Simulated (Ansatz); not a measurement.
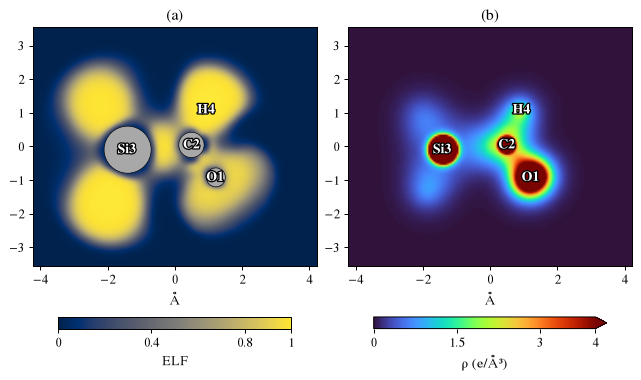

*CH₃OSi (SMILES O=C[SiH2]) (doublet). (a) electron localisation function; (b) electron density on the plane of atoms O1, C2 and H4. Grey discs cover the atomic cores in the ELF map.*

The calculation used Ansatz 0.2.0, UKS PBE0-D4/def2-SVP.

Input

```
crystal:
  periodic: [false, false, false]
  atoms:
    - { symbol: O, position_ang: [-0.4055, -1.67382, 0.91567] }
    - { symbol: C, position_ang: [-0.24267, -0.93941, -0.05732] }
    - { symbol: Si, position_ang: [0.21951, 0.84406, 0.05921] }
    - { symbol: H, position_ang: [-0.3775, -1.35303, -1.07815] }
    - { symbol: H, position_ang: [0.40755, 1.4348, 1.37229] }
    - { symbol: H, position_ang: [0.40542, 1.67895, -1.10918] }
magnetization:
  spin_polarized: true
  initial_magnetization: 1
basis:
  gaussian: { orbitals: def2-SVP }
hamiltonian:
  xc: pbe0
  dispersion: d4
relax:
  f_tol: 0.015
  max_steps: 40
output:
  orbitals: {}
```

Run with:

```sh
ansatz run input.yaml --threads 1 --pin off --max-ram 2048MiB --backend cpu --events-out ev --progress --plain --runs-dir out
```

The fields are those of the relaxed geometry.

Describe what can be read from this map.

Answer.
- The plane passes through O, C, Si and H nuclei.
- C–O (1.21 Å): ρ at the midpoint is about 3.3 e/Å³; the ELF peaks at about 0.90 between the atoms (a short, multiple covalent bond).
- C–Si (1.90 Å): the density is about 0.93 e/Å³ at the midpoint; the ELF peaks at about 1 between the atoms (a shared electron pair).
- C–H (1.12 Å): the density is about 1.9 e/Å³ at the midpoint; the ELF climbs to about 1 towards the hydrogen, as it does in any bond to H (a covalent bond by its length).
- The ELF also peaks beside O1, away from the bonds: non-bonding electrons, paired or unpaired.
